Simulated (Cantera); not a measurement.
Feed: 1 mol Si₃N₄, 0.021 mol N₂O, 35 mol H₂, 0.0012 mol O₂, held at 1948 K.

Method: chemical equilibrium by Gibbs-energy minimisation in Cantera with the NASA 1993 tables (ideal gas, pure condensed phases). Candidate condensed phases: H₂O, Si, SiO₂, Si₂N₂O, Si₃N₄; 35 gas species. Mutual solubility and eutectic melting of coexisting phases are not modelled. The tables' values for SiN are old estimates; treat these amounts as uncertain. Gases not in the tables: Si₂H₆ and higher silanes. Equilibrium is a limit: real reactors are often held back by kinetics, nucleation or transport.

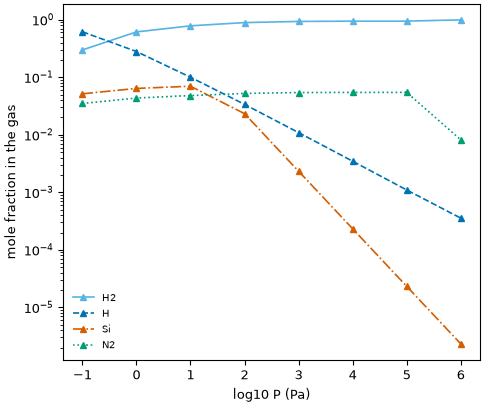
Figure. Equilibrium gas composition (values under 1e-9 drawn at 1e-9)

**Question.** Read off the mole fractions at 75.0 Torr.

**Answer.** H₂ about 0.94, N₂ about 0.054, H about 0.0035, Si about 0.00023.
